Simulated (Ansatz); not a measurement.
Consider ZrNb2N4.

The calculation's input:

```
crystal:
  lattice:
    - [3.0847655716, -4.2894112326, 0.0]
    - [3.0847655716, 4.2894112326, 0.0]
    - [0.0, 0.0, 3.1909743983]
  atoms:
    - { symbol: Zr, position: [0.0, 0.0, 0.0] }
    - { symbol: Nb, position: [0.5, 0.0, 0.5] }
    - { symbol: Nb, position: [0.0, 0.5, 0.5] }
    - { symbol: "N", position: [0.2387622464, 0.2387622464, 0.5] }
    - { symbol: "N", position: [0.7612377536, 0.7612377536, 0.5] }
    - { symbol: "N", position: [0.7450785901, 0.2549214099, 0.0] }
    - { symbol: "N", position: [0.2549214099, 0.7450785901, 0.0] }
basis:
  ecutwfc: 420
kpoints:
  mp_grid: { grid: [6, 6, 10] }
hamiltonian:
  xc: pbe
scf:
  occupations: { method: gaussian, width: 0.1 }
output:
  forces: true
  stress: true
  eigenvalues: true
  write_density: true
  write_potential: true
  elf: true
  volumetric_format: npy
relax:
  adjacent_minimum: "off"
  f_tol: 0.01
  max_steps: 80
  cell: { stress_tol: 0.05 }
```

Launched as:

```sh
ansatz run input.yaml --threads 1 --pin off --max-ram 2560MiB --backend cpu --events-out ev --progress --plain --runs-dir out
```

Below, planes, directions and counts refer to the conventional cell (a = 6.22 Å, b = 8.57 Å, c = 3.18 Å, α = 90.00°, β = 90.00°, γ = 90.00°).

The fields are those of the run's last geometry, not of the input's.

Space group Cmmm; a generated structure, not necessarily the stable one.

All numbers below come from DFT PBE, scalar-relativistic, plane waves, PAW in Ansatz 0.2.0.

**What will maps of the valence pseudo-density and electron localisation function show?**

Nb–N (2.14 Å): ρ at the midpoint is about 0.65 e/Å³; the ELF peaks at about 0.80 in the valence shell of N, 0.6 Å from its nucleus, and drops to about 0.20 between the two atoms (no localised pair shows between them).

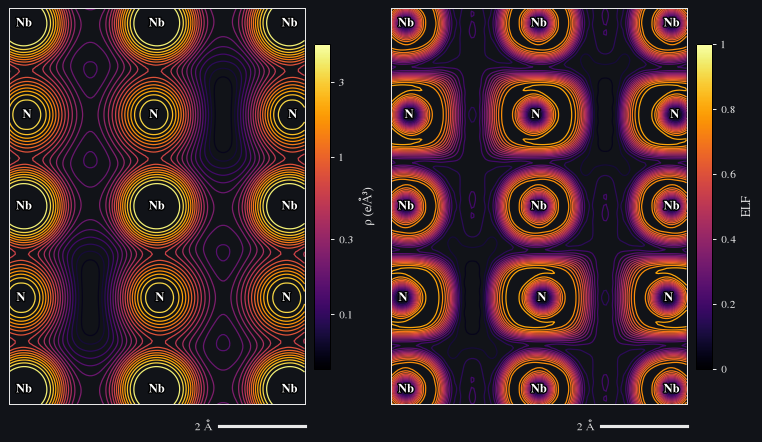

Computed valence pseudo-density and electron localisation function on the (001) plane of the conventional cell, in this order. 

In a PAW calculation such maps are meaningful between the atoms, not at the nuclei.
